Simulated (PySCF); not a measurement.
**SnH3BrO (SMILES [OH][SnH2][Br]) at 6 levels**

Aim: a comparison of 6 runs (HF/STO-3G, HF/3-21G, HF/def2-SVP, PBE0/def2-SVP, PBE/def2-TZVP, SVWN5/def2-TZVP) of SnH3BrO. The job is set up through a Python script.

The calculation is run with PySCF 2.14.0.

**1. The structure to begin with**

SnH3BrO: 6 atoms, total charge 0, spin state singlet. SMILES: `[OH][SnH2][Br]`. Geometry: relaxed at PBE0-D4/def2-TZVP. This is one conformer, not always the lowest.

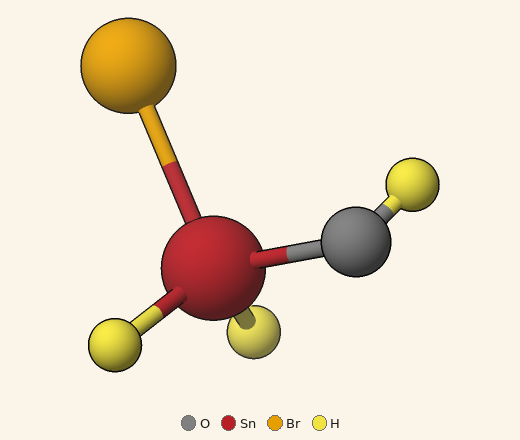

The structure, seen from a chosen angle (oxygen grey, tin red, bromine amber, hydrogen yellow).

**2. Energy and gradient at HF/STO-3G (run 1)**

File job.py:

```python
from pyscf import gto

mol = gto.M(
    atom=[
    ('O', (-1.483500, -0.348600, -0.301400)),
    ('Sn', (0.264900, 0.377500, 0.179400)),
    ('Br', (1.773200, -1.551300, 0.571800)),
    ('H', (-1.448300, -0.995000, -1.010800)),
    ('H', (0.926600, 1.252100, -1.122400)),
    ('H', (0.009200, 1.201200, 1.637100)),
],
    basis='sto-3g',
    verbose=3,
    charge=0,
    max_memory=1860,
)

mf = mol.RHF()
mf.conv_tol = 1e-10
mf.kernel()
if not mf.converged:
    mf = mf.newton().run(mf.mo_coeff, mf.mo_occ)

energy = mf.e_tot
print('Final energy', energy)
grad = mf.nuc_grad_method().kernel()
mf.analyze()
```

Run with:

```console
OMP_NUM_THREADS=1 python job.py
```

Log:

```text
converged SCF energy = -8583.62065289526
Final energy -8583.620652895259
--------------- RHF gradients ---------------
         x                y                z
0 O    -0.0040058408    -0.0279400427    -0.0308645347
1 Sn     0.0019394266    -0.0013211116     0.0046204118
2 Br     0.0072038753    -0.0098320209     0.0013873587
3 H    -0.0084962518     0.0202121503     0.0246798358
4 H     0.0091217886     0.0101816339    -0.0208631152
5 H    -0.0057629978     0.0086993911     0.0210400435
----------------------------------------------
**** MO energy ****
MO #1   energy= -1029.94906952355  occ= 2
MO #2   energy= -484.401183817713  occ= 2
MO #3   energy= -153.579947155925  occ= 2
MO #4   energy= -145.409787245571  occ= 2
MO #5   energy= -145.409545269946  occ= 2
MO #6   energy= -145.409327854844  occ= 2
MO #7   energy= -63.1308752902209  occ= 2
MO #8   energy= -57.6803554835102  occ= 2
MO #9   energy= -57.678616123418   occ= 2
MO #10  energy= -57.6785894993827  occ= 2
MO #11  energy= -29.6550396539821  occ= 2
MO #12  energy= -26.6379644793424  occ= 2
MO #13  energy= -26.6370364408475  occ= 2
MO #14  energy= -26.636421511578   occ= 2
MO #15  energy= -20.1655674945149  occ= 2
MO #16  energy= -18.2401064586149  occ= 2
MO #17  energy= -18.239915322507   occ= 2
MO #18  energy= -18.2394460408247  occ= 2
MO #19  energy= -18.2383505356367  occ= 2
MO #20  energy= -18.2382146471004  occ= 2
MO #21  energy= -9.0844540804393   occ= 2
MO #22  energy= -6.83468560656332  occ= 2
MO #23  energy= -6.82449271628157  occ= 2
MO #24  energy= -6.82433123457044  occ= 2
MO #25  energy= -4.86270656194803  occ= 2
MO #26  energy= -3.61794706976528  occ= 2
MO #27  energy= -3.61438457771447  occ= 2
MO #28  energy= -3.61229888107284  occ= 2
MO #29  energy= -2.1897943295696   occ= 2
MO #30  energy= -2.18640907494599  occ= 2
MO #31  energy= -2.18626660976075  occ= 2
MO #32  energy= -2.17653073730429  occ= 2
MO #33  energy= -2.176530265857    occ= 2
MO #34  energy= -1.21496698450517  occ= 2
MO #35  energy= -0.948813128954825 occ= 2
MO #36  energy= -0.940841051287574 occ= 2
MO #37  energy= -0.937734763497976 occ= 2
MO #38  energy= -0.934470066222168 occ= 2
MO #39  energy= -0.932885251780638 occ= 2
MO #40  energy= -0.830792105900804 occ= 2
MO #41  energy= -0.580064922282841 occ= 2
MO #42  energy= -0.503769945053833 occ= 2
MO #43  energy= -0.433791807666457 occ= 2
MO #44  energy= -0.394363214047116 occ= 2
MO #45  energy= -0.35481179196821  occ= 2
MO #46  energy= -0.327712740764061 occ= 2
MO #47  energy= -0.299057129976663 occ= 2
MO #48  energy= -0.297665648648709 occ= 2
MO #49  energy= 0.301826839805658  occ= 0
MO #50  energy= 0.374305652956432  occ= 0
MO #51  energy= 0.403739803460331  occ= 0
MO #52  energy= 0.488259198316343  occ= 0
MO #53  energy= 0.722307708084777  occ= 0
 ** Mulliken atomic charges  **
charge of    0O =     -0.37739
charge of    1Sn =      0.84610
charge of    2Br =     -0.28502
charge of    3H =      0.10699
charge of    4H =     -0.14962
charge of    5H =     -0.14106
Dipole moment(X, Y, Z, Debye): -0.30935,  2.03386, -0.96692
```

Run time: 17 s. Hardware: 1 thread of Intel Xeon at 2.50GHz (Skylake/Cascade Lake), shared host; peak memory 0.12 GiB.

**3. Energy and forces at HF/3-21G (run 2)**

File job.py:

```python
import pyscf.grad
from pyscf import gto, scf

mol = gto.M(
    atom='''
O       -1.483500      -0.348600      -0.301400
Sn       0.264900       0.377500       0.179400
Br       1.773200      -1.551300       0.571800
H       -1.448300      -0.995000      -1.010800
H        0.926600       1.252100      -1.122400
H        0.009200       1.201200       1.637100
''',
    max_memory=1860,
    verbose=4,
    basis='3-21g',
)

mf = scf.RHF(mol)
mf.conv_tol = 1e-10
mf.kernel()
if not mf.converged:
    mf = mf.newton().run(mf.mo_coeff, mf.mo_occ)

e_tot = mf.e_tot
print('E = %.10f Eh' % e_tot)
grad = mf.Gradients().kernel()
dip = mf.dip_moment()
pop, q = mf.mulliken_pop()
```

Run with:

```console
OMP_NUM_THREADS=1 python job.py
```

Log:

```text
PySCF version 2.14.0

[... 60 lines left out ...]
converged SCF energy = -8632.55980886896
[... 13 lines left out ...]
Dipole moment(X, Y, Z, Debye): -0.00434,  1.96642, -1.38763
[... 36 lines left out ...]
pop of  1 Sn 4dxy         1.99781
pop of  1 Sn 4dyz         1.99624
pop of  1 Sn 4dz^2        1.99665
pop of  1 Sn 4dxz         1.99836
pop of  1 Sn 4dx2-y2      1.99851
pop of  2 Br 1s           1.99982
pop of  2 Br 2s           1.99687
pop of  2 Br 3s           2.00150
pop of  2 Br 4s           0.74588
pop of  2 Br 5s           1.27129
pop of  2 Br 2px          1.99658
pop of  2 Br 2py          1.99646
pop of  2 Br 2pz          1.99676
pop of  2 Br 3px          1.99072
pop of  2 Br 3py          1.99007
pop of  2 Br 3pz          1.99176
pop of  2 Br 4px          0.75268
pop of  2 Br 4py          0.71748
pop of  2 Br 4pz          0.80984
pop of  2 Br 5px          1.06192
pop of  2 Br 5py          0.99962
pop of  2 Br 5pz          1.13700
pop of  2 Br 3dxy         1.99956
pop of  2 Br 3dyz         1.99989
pop of  2 Br 3dz^2        1.99985
pop of  2 Br 3dxz         1.99993
pop of  2 Br 3dx2-y2      1.99988
pop of  3 H 1s            0.42761
pop of  3 H 2s            0.18782
pop of  4 H 1s            0.39078
pop of  4 H 2s            0.84460
pop of  5 H 1s            0.39192
pop of  5 H 2s            0.82880
 ** Mulliken atomic charges  **
charge of    0O =     -0.83498
charge of    1Sn =      1.36191
charge of    2Br =     -0.45539
charge of    3H =      0.38457
charge of    4H =     -0.23539
charge of    5H =     -0.22072
```

Wall time 19 s (1 thread of Intel Xeon at 2.50GHz (Skylake/Cascade Lake), shared host); peak memory 0.14 GiB.

Runs 3 to 5 aren't shown in full; the table further down has their settings and results.

**4. Energy and gradient at SVWN5/def2-TZVP (core potential) (run 6)**

File calc.py:

```python
import pyscf.grad
from pyscf import gto, dft

mol = gto.M(
    atom=[
    ('O', (-1.483500, -0.348600, -0.301400)),
    ('Sn', (0.264900, 0.377500, 0.179400)),
    ('Br', (1.773200, -1.551300, 0.571800)),
    ('H', (-1.448300, -0.995000, -1.010800)),
    ('H', (0.926600, 1.252100, -1.122400)),
    ('H', (0.009200, 1.201200, 1.637100)),
],
    spin=0,
    max_memory=1860,
    charge=0,
    basis='def2-tzvp',
    verbose=4,
    ecp={'Sn': 'def2-svp'},
)

myscf = dft.RKS(mol)
myscf.xc = 'svwn'
myscf.conv_tol = 1e-10
myscf.grids.level = 5
myscf.kernel()
if not myscf.converged:
    myscf = myscf.newton().run(myscf.mo_coeff, myscf.mo_occ)

e_tot = myscf.e_tot
print('E = %.10f Eh' % e_tot)
grad = myscf.Gradients().kernel()
myscf.analyze()
```

Run with:

```console
OMP_NUM_THREADS=1 python calc.py
```

Log:

```text
PySCF version 2.14.0

[... 109 lines left out ...]
MO #4   energy= -55.7006014076013  occ= 2
[... 12 lines left out ...]
MO #17  energy= -2.49106597130776  occ= 2
[... 12 lines left out ...]
MO #30  energy= -0.331203372362035 occ= 2
[... 12 lines left out ...]
MO #43  energy= 0.130831472756185  occ= 0
[... 12 lines left out ...]
MO #56  energy= 0.375400978537838  occ= 0
[... 12 lines left out ...]
MO #69  energy= 0.75991249716311   occ= 0
[... 12 lines left out ...]
MO #82  energy= 1.28794027359664   occ= 0
[... 12 lines left out ...]
MO #95  energy= 1.58545544258139   occ= 0
[... 12 lines left out ...]
MO #108 energy= 2.17556400357573   occ= 0
[... 12 lines left out ...]
MO #121 energy= 3.05974790540328   occ= 0
[... 12 lines left out ...]
MO #134 energy= 5.32007876900991   occ= 0
[... 12 lines left out ...]
MO #147 energy= 113.520368127604   occ= 0
[... 117 lines left out ...]
pop of  2 Br 5dxz         0.00215
pop of  2 Br 5dx2-y2      0.00449
pop of  2 Br 6dxy         0.00016
pop of  2 Br 6dyz         0.00036
pop of  2 Br 6dz^2        0.00010
pop of  2 Br 6dxz         0.00021
pop of  2 Br 6dx2-y2      0.00043
pop of  2 Br 4f-3         0.00197
pop of  2 Br 4f-2         0.00111
pop of  2 Br 4f-1         0.00087
pop of  2 Br 4f+0         0.00062
pop of  2 Br 4f+1         0.00065
pop of  2 Br 4f+2         0.00017
pop of  2 Br 4f+3         0.00192
pop of  3 H 1s            0.63094
pop of  3 H 2s            0.01445
pop of  3 H 3s            0.00584
pop of  3 H 2px           0.00255
pop of  3 H 2py           0.00173
pop of  3 H 2pz           0.00125
pop of  4 H 1s            1.41804
pop of  4 H 2s            0.03116
pop of  4 H 3s            0.00978
pop of  4 H 2px           0.00966
pop of  4 H 2py           0.01481
pop of  4 H 2pz           0.02624
pop of  5 H 1s            1.41867
pop of  5 H 2s            0.03252
pop of  5 H 3s            0.00995
pop of  5 H 2px           0.00307
pop of  5 H 2py           0.01487
pop of  5 H 2pz           0.03925
 ** Mulliken atomic charges  **
charge of    0O =     -1.13220
charge of    1Sn =      2.53137
charge of    2Br =     -0.71439
charge of    3H =      0.34324
charge of    4H =     -0.50969
charge of    5H =     -0.51834
Dipole moment(X, Y, Z, Debye):  0.09277,  1.39417, -0.96011
```

It took 3.4 min on 1 thread of Intel Xeon at 2.50GHz (Skylake/Cascade Lake), shared host; peak memory 1 GiB.

**5. All runs side by side**

| run | level | core potential | integration grid | energy (Eh) | dipole moment (D) | HOMO energy (eV) | LUMO energy (eV) | wall time |
| --- | --- | --- | --- | --- | --- | --- | --- | --- |
| 1 | HF/STO-3G | – | – | -8583.620653 | 2.27 | -8.10 | 8.21 | 17 s |
| 2 | HF/3-21G | – | – | -8632.559809 | 2.41 | -11.07 | 2.72 | 19 s |
| 3 | HF/def2-SVP (core potential) | def2-svp | – | -2862.038234 | 2.00 | -11.22 | 2.65 | 30 s |
| 4 | PBE0/def2-SVP (core potential) | def2-svp | 5 | -2864.770084 | 1.75 | -8.19 | -0.83 | 1.9 min |
| 5 | PBE/def2-TZVP (core potential) | def2-svp | 5 | -2865.093999 | 1.62 | -7.04 | -1.99 | 4 min |
| 6 | SVWN5/def2-TZVP (core potential) | def2-svp | 5 | -2861.135514 | 1.70 | -7.16 | -2.24 | 3.4 min |

**6. Summary of results**

```
                       quantity           value
            run 6: total energy  -2861.13551 Eh
           run 6: dipole moment          1.70 D
             run 6: HOMO energy        -7.16 eV
             run 6: LUMO energy        -2.24 eV
           run 6: HOMO–LUMO gap         4.92 eV
run 6: largest force on an atom      0.731 eV/Å
```

**Reading.** The dipole moment (its size) runs from 1.62 D (PBE/def2-TZVP) to 2.41 D (HF/3-21G). The two ends differ in method and basis and core potential. The HOMO–LUMO gap runs from 4.92 eV (SVWN5/def2-TZVP) to 16.31 eV (HF/STO-3G). Totals of different functionals can't be ranked against each other. Some runs of one species differ in core potentials or relativity; totals across that change don't compare. In run 1 the basis is minimal, so the values are rough. In runs 1, 2 relativity is left out where basis or elements ask for it. All runs together took 10 min, the longest 4 min.
